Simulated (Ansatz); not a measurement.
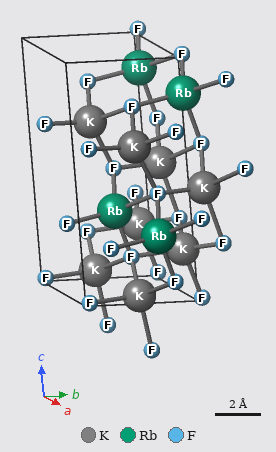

This is the input geometry for a relaxation of a crystal of K2RbF3 (built on the Cu2GeS3-44 type type). Style: ball-and-stick. Shown: the cell of the calculation, reduced to other axes, repeated 2 × 1 × 1 with one cell outlined, from a free direction. Lengths and directions refer to the drawn axes.

Case: shaken.

Computed with Ansatz 0.2.0, DFT, PBEsol, plane waves, PAW.

Input file:
```yaml
crystal:
  lattice:
    - [-4.2372765335, 12.4736834101, 5.9110379077]
    - [2.0926012868, -6.2146039175, 2.889627399]
    - [2.1437797551, 6.2229870416, -2.9081287217]
  atoms:
    - { symbol: K, position: [0.2249845411, 0.2331565834, 0.1376429392] }
    - { symbol: K, position: [0.0560510571, 0.3213139977, 0.8563864918] }
    - { symbol: Rb, position: [0.3694282438, 0.2478183901, 0.5035163792] }
    - { symbol: F, position: [0.1784658298, -0.009061964, 0.3197392184] }
    - { symbol: F, position: [0.3079667057, -0.0688230677, 0.6151749723] }
    - { symbol: F, position: [0.0180012503, 0.0081081822, -0.0292193757] }
    - { symbol: K, position: [0.70117595, 0.2344093158, 0.180775903] }
    - { symbol: K, position: [0.5369578981, 0.2856180776, 0.8670783458] }
    - { symbol: Rb, position: [0.8925276609, 0.3201507977, 0.5400790968] }
    - { symbol: F, position: [0.6844218928, 0.0014499644, 0.3129482652] }
    - { symbol: F, position: [0.8224128405, 0.0173589365, 0.6904815657] }
    - { symbol: F, position: [0.5048036886, 0.0196978902, -0.0121104044] }
kpoints:
  mp_grid: { grid: [6, 6, 6] }
hamiltonian:
  xc: pbesol
scf:
  occupations: { method: fermi_dirac, width: 0.05 }
relax:
  f_tol: 0.01
  cell: {}
  max_steps: 120
```

Where does the relaxation end?

Over 5 accepted moves (7 points after the start) the energy falls by 73.5 meV per atom. Largest force component: 0.99 eV/Å at the start, 0.0023 eV/Å at the end. The pressure goes from 1.58 to 0.01 GPa. The SCF was repeated twice at an unchanged geometry on a basis and grid sized afresh for the cell, which shifted the energy by 1.0 meV per atom at most. The largest move relative to the cell is that of F5, 0.37 Å along [−2 −1 2]. Largest moves by element: F 0.37 Å, K 0.23 Å, Rb 0.22 Å. Cell: a 4.236 → 4.217 Å (−0.4 %), b 7.166 → 7.293 Å (+1.8 %), c 10.990 → 11.103 Å (+1.0 %), β 100.8° → 101.0°. Volume +2.3 %. Among the contacts that change: K8–F10 2.930 → 2.541 Å, Rb3–F4 2.350 → 2.671 Å, F6–Rb9 2.353 → 2.651 Å, F5–K8 2.782 → 2.530 Å. Among the angles between lasting bonds that change: K1–F5–K8 93.9° → 110.9°, K8–F10–Rb9 121.7° → 107.6°, F5–K8–F10 122.1° → 108.9°. The space group stays P1 (No. 1). The run took 8.6 min on 1 × NVIDIA H100 80GB HBM3 with 2 threads of AMD EPYC 7R13 Processor (Zen 3), on a shared host, peak memory 1.3 GiB.

The structure at the end:

```xyz
12
Lattice="-4.2078 12.6582 5.9183 2.1011 -6.3276 2.9542 2.1163 6.3318 -2.9562" Properties=species:S:1:pos:R:3 pbc="T T T"
K    -0.0010    2.1167    1.5389
K     2.1137    4.1778   -1.4222
Rb    0.0061    6.3108    1.5240
F     2.1067   -2.2067    2.9489
F     2.1081    2.1763    2.9542
F     2.1140    6.3147   -2.7772
K    -2.1008    8.4437    4.4934
K     0.0081   10.5116    1.5401
Rb   -2.1018   12.6430    4.4888
F     0.0011    4.1274    5.9120
F     0.0085    8.5015    5.9089
F     0.0144   12.6426    0.1757
```

After the run, drawn alike:

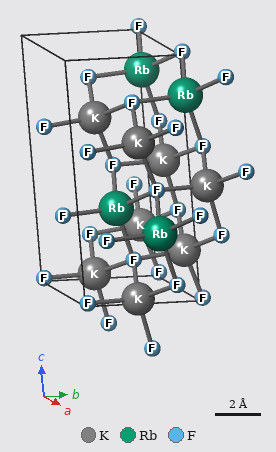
